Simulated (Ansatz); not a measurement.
## ZrNH$_{4}$O$_{2}$F: geometry relaxation (part 2 of 2)

The same run, continued: ZrNH$_{4}$O$_{2}$F; RHF/def2-SVP (Ansatz 0.2.0). It belongs to a series of runs on one base structure; here: start relaxed.

Geometry of the input (Å):
```
Zr 0.0000  0.0000  0.0000
O  0.0000  0.0000  2.0700
H  -0.9095  -0.2814  2.4071
N  2.0840  0.0000  -0.7359
H  2.5823  -0.9180  -0.9166
H  2.5853  0.9180  -0.9082
O  -0.9750  1.6891  -0.6893
H  -1.9328  1.4584  -0.9117
F  -0.9326  -1.6157  -0.6593
```

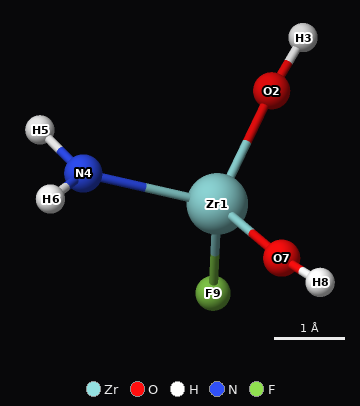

Figure 1. The geometry at step 8 of the log (ball-and-stick view, seen at a tilt; atoms are numbered from 1 in the order of the input).

## Trajectory as extended XYZ (Å, eV, eV/Å), 14 frames, from step=1 to step=14
```
9
Properties=species:S:1:pos:R:3:forces:R:3 step=1 energy=-9590.09430
Zr    0.0000    0.0000    0.0000    1.8330   0.8002  -0.1776
O     0.0000    0.0000    2.0700   -3.1132  -1.0391  -1.6542
H    -0.9095   -0.2814    2.4071    2.7445   0.8795  -0.5087
N     2.0840    0.0000   -0.7359   -1.8581   0.0001   0.6167
H     2.5823   -0.9180   -0.9166   -0.4831   2.5358   0.2006
H     2.5853    0.9180   -0.9082   -0.5044  -2.5314   0.1521
O    -0.9750    1.6891   -0.6893   -1.9215  -3.1285   0.2614
H    -1.9328    1.4584   -0.9117    2.6599   1.1349   0.4639
F    -0.9326   -1.6157   -0.6593    0.6429   1.3486   0.6457
9
Properties=species:S:1:pos:R:3:forces:R:3 step=2 energy=-9590.75922
Zr    0.1362    0.0078   -0.0330   -4.6612  -0.1593   1.5326
O    -0.0062   -0.0679    1.9012   -1.6974  -0.4787   1.7838
H    -0.8421   -0.2377    2.3858    1.8009   0.3984  -0.6983
N     1.8968    0.0157   -0.6899    5.1701   0.0493  -1.7191
H     2.4583   -0.8187   -0.8468   -0.0084   0.6161   0.0026
H     2.4341    0.8572   -0.8769    0.0525  -0.5490  -0.0971
O    -0.8970    1.5308   -0.6323   -2.3693   0.3950  -1.0767
H    -1.8290    1.4888   -0.9438    1.9321   0.4355   0.6170
F    -0.8495   -1.5255   -0.6082   -0.2193  -0.7075  -0.3448
9
Properties=species:S:1:pos:R:3:forces:R:3 step=3 energy=-9591.34578
Zr    0.0348   -0.0512   -0.0297   -0.7685   0.2355   0.4959
O    -0.0081   -0.1555    1.9409   -1.2477  -0.0617   0.2744
H    -0.7885   -0.1986    2.5082    1.1290   0.0626  -0.4729
N     1.9321    0.0199   -0.6820    0.8847   0.0781  -0.3604
H     2.5464   -0.7766   -0.7910   -0.0266   0.3399   0.0209
H     2.4156    0.8690   -0.9515   -0.0413  -0.4083   0.0284
O    -0.9280    1.5473   -0.6535   -0.9433  -0.5058  -0.3011
H    -1.8152    1.6202   -1.0190    0.9553   0.2414   0.3448
F    -0.8874   -1.6241   -0.6663    0.0585   0.0183  -0.0301
9
Properties=species:S:1:pos:R:3:forces:R:3 step=4 energy=-9591.45447
Zr   -0.0012   -0.0651   -0.0370    0.1036   0.2596   0.1690
O    -0.0359   -0.1772    1.9263   -0.7003  -0.0723  -0.0686
H    -0.7411   -0.2249    2.5649    0.5607   0.0348  -0.1591
N     1.9301    0.0157   -0.7020    0.4595  -0.3447   0.0245
H     2.6128   -0.7419   -0.6469   -0.4278   0.6003  -0.0545
H     2.3847    0.8418   -1.0651   -0.0366  -0.2455   0.0200
O    -0.9502    1.5312   -0.6599   -0.5096  -0.4486  -0.1336
H    -1.8103    1.7187   -1.0235    0.5282   0.1649   0.1753
F    -0.8871   -1.6479   -0.7008    0.0222   0.0515   0.0270
9
Properties=species:S:1:pos:R:3:forces:R:3 step=5 energy=-9591.59531
Zr   -0.0194   -0.0701   -0.0356   -0.2981  -0.5770  -0.2493
O    -0.1278   -0.2299    1.8928   -0.5337   0.0127   0.6063
H    -0.6205   -0.2531    2.7079    0.5060   0.0023  -0.5375
N     1.9247    0.0228   -0.6744   -0.0452   0.1950  -0.0427
H     2.6296   -0.6813   -0.5408    0.0631   0.0388   0.0175
H     2.3322    0.8004   -1.1700    0.0156  -0.1468   0.0212
O    -1.0055    1.4425   -0.7162   -0.6390   0.3520  -0.3051
H    -1.7613    1.9079   -1.0650    0.6805  -0.2769   0.2960
F    -0.8502   -1.6887   -0.7427    0.2508   0.3998   0.1935
9
Properties=species:S:1:pos:R:3:forces:R:3 step=6 energy=-9591.66348
Zr   -0.0684   -0.1251   -0.0629   -0.0346   0.1173   0.1091
O    -0.1751   -0.2633    1.8644   -0.1657  -0.0264   0.0552
H    -0.4984   -0.2772    2.7495    0.1502  -0.0078  -0.1274
N     1.8888    0.0386   -0.6520    0.0051   0.0215  -0.0878
H     2.6509   -0.5599   -0.3835    0.0118   0.0087   0.0331
H     2.2528    0.7471   -1.2691   -0.0408  -0.0680   0.0425
O    -1.0013    1.4174   -0.7503   -0.1673   0.0095  -0.0989
H    -1.6679    2.0045   -1.0673    0.1842  -0.0669   0.0796
F    -0.8797   -1.7317   -0.7727    0.0571   0.0121  -0.0054
9
Properties=species:S:1:pos:R:3:forces:R:3 step=7 energy=-9591.68525
Zr   -0.0980   -0.1282   -0.0744   -0.1819  -0.1730  -0.0838
O    -0.2566   -0.2913    1.8382    0.0965   0.0521   0.0763
H    -0.3616   -0.3032    2.7715   -0.0053  -0.0212  -0.0079
N     1.8675    0.0398   -0.6388   -0.0280   0.0422   0.0635
H     2.6506   -0.4417   -0.2319    0.0186  -0.0117  -0.0064
H     2.2155    0.6450   -1.3627    0.0111  -0.0090  -0.0127
O    -1.0583    1.3715   -0.8034    0.0489   0.0901  -0.0037
H    -1.5952    2.1067   -1.0347   -0.0179  -0.0069  -0.0220
F    -0.8621   -1.7483   -0.8078    0.0579   0.0374  -0.0034
9
Properties=species:S:1:pos:R:3:forces:R:3 step=8 energy=-9591.68838
Zr   -0.1286   -0.1192   -0.0787    0.2513  -0.0192  -0.0782
O    -0.2001   -0.2887    1.8380   -0.0629   0.0051   0.0793
H    -0.3052   -0.3386    2.7700    0.0092  -0.0005  -0.0018
N     1.8451    0.0516   -0.6201   -0.3062  -0.0053   0.0625
H     2.5986   -0.4487   -0.1848    0.1233  -0.0043  -0.0040
H     2.2167    0.6330   -1.3491    0.0705   0.0110  -0.0392
O    -1.0651    1.3961   -0.8121   -0.0524   0.0477  -0.0058
H    -1.6046    2.1146   -1.0873    0.0139  -0.0170   0.0030
F    -0.8550   -1.7497   -0.8197   -0.0467  -0.0175  -0.0158
9
Properties=species:S:1:pos:R:3:forces:R:3 step=9 energy=-9591.69163
Zr   -0.1186   -0.1248   -0.0747   -0.0288   0.0158   0.0271
O    -0.2193   -0.2927    1.8439    0.0146   0.0024  -0.0280
H    -0.3152   -0.3411    2.7768   -0.0071  -0.0011   0.0064
N     1.8486    0.0482   -0.6179   -0.0057   0.0025  -0.0021
H     2.6285   -0.4075   -0.1763    0.0110   0.0011   0.0028
H     2.2003    0.6028   -1.3794    0.0077   0.0003  -0.0047
O    -1.0576    1.3935   -0.8023    0.0168  -0.0191   0.0050
H    -1.5963    2.1103   -1.0820   -0.0039   0.0044  -0.0008
F    -0.8688   -1.7384   -0.8321   -0.0046  -0.0063  -0.0057
9
Properties=species:S:1:pos:R:3:forces:R:3 step=10 energy=-9591.69191
Zr   -0.1193   -0.1244   -0.0746    0.0095   0.0021   0.0006
O    -0.2108   -0.2959    1.8431    0.0028   0.0003   0.0113
H    -0.3198   -0.3469    2.7746   -0.0021  -0.0004  -0.0031
N     1.8481    0.0490   -0.6180    0.0058  -0.0035   0.0011
H     2.6305   -0.3806   -0.1548    0.0019   0.0020   0.0010
H     2.1988    0.5756   -1.3996    0.0003   0.0009  -0.0016
O    -1.0582    1.3945   -0.7993   -0.0131   0.0054  -0.0037
H    -1.5951    2.1132   -1.0778    0.0033  -0.0019   0.0002
F    -0.8724   -1.7342   -0.8375   -0.0085  -0.0048  -0.0057
9
Properties=species:S:1:pos:R:3:forces:R:3 step=11 energy=-9591.69189 accepted=F
Zr   -0.1183   -0.1235   -0.0752    0.0175  -0.0126  -0.0129
O    -0.1977   -0.2998    1.8423   -0.0065   0.0002   0.0105
H    -0.3250   -0.3554    2.7712    0.0019  -0.0002   0.0014
N     1.8499    0.0474   -0.6175    0.0786   0.0035  -0.0155
H     2.6368   -0.3400   -0.1218   -0.0660   0.0404  -0.0563
H     2.1972    0.5350   -1.4277   -0.0156  -0.0464   0.0719
O    -1.0619    1.3951   -0.7945   -0.0054  -0.0064   0.0064
H    -1.5964    2.1153   -1.0724   -0.0073   0.0158  -0.0079
F    -0.8829   -1.7239   -0.8483    0.0028   0.0058   0.0022
9
Properties=species:S:1:pos:R:3:forces:R:3 step=12 energy=-9591.69204
Zr   -0.1178   -0.1236   -0.0746    0.0035  -0.0033  -0.0086
O    -0.2028   -0.2975    1.8432   -0.0030  -0.0011   0.0070
H    -0.3239   -0.3509    2.7731    0.0012  -0.0002  -0.0029
N     1.8502    0.0477   -0.6178   -0.0122  -0.0011   0.0037
H     2.6347   -0.3604   -0.1394    0.0076  -0.0049   0.0082
H     2.1995    0.5546   -1.4127    0.0025   0.0054  -0.0118
O    -1.0613    1.3942   -0.7961   -0.0185   0.0203  -0.0050
H    -1.5977    2.1134   -1.0756    0.0164  -0.0184   0.0065
F    -0.8793   -1.7271   -0.8439    0.0026   0.0032   0.0029
9
Properties=species:S:1:pos:R:3:forces:R:3 step=13 energy=-9591.69206
Zr   -0.1167   -0.1220   -0.0750    0.0006  -0.0086   0.0010
O    -0.1965   -0.3001    1.8428   -0.0038   0.0014   0.0038
H    -0.3290   -0.3572    2.7710    0.0040   0.0006  -0.0069
N     1.8516    0.0481   -0.6178    0.0291   0.0030  -0.0140
H     2.6380   -0.3340   -0.1195   -0.0242   0.0159  -0.0209
H     2.1991    0.5252   -1.4330   -0.0077  -0.0204   0.0355
O    -1.0643    1.3958   -0.7916   -0.0121   0.0081  -0.0019
H    -1.5986    2.1160   -1.0717    0.0094  -0.0074   0.0021
F    -0.8819   -1.7214   -0.8492    0.0047   0.0074   0.0014
9
Properties=species:S:1:pos:R:3:forces:R:3 step=14 energy=-9591.69210
Zr   -0.1178   -0.1230   -0.0752    0.0025  -0.0018  -0.0013
O    -0.1989   -0.2990    1.8427   -0.0022  -0.0008   0.0009
H    -0.3253   -0.3544    2.7718    0.0016   0.0001  -0.0026
N     1.8503    0.0467   -0.6181    0.0172   0.0078  -0.0055
H     2.6362   -0.3415   -0.1246   -0.0108   0.0034  -0.0056
H     2.1993    0.5342   -1.4259   -0.0064  -0.0095   0.0120
O    -1.0643    1.3951   -0.7927   -0.0039  -0.0005   0.0012
H    -1.5976    2.1158   -1.0727    0.0027   0.0000  -0.0007
F    -0.8803   -1.7235   -0.8492   -0.0007   0.0014   0.0016
```

## Results in brief

```tsv
quantity	value
outcome	converged
total energy	−9591.6921 eV
mean-field energy	−9591.6921 eV
largest force (length of the vector) at the end	0.020 eV/Å
hardware	2 threads of Arm Neoverse V1, 24 GiB of memory available, shared host
wall time	24 s (CPU time 46 s)
peak memory	0.21 GiB
```
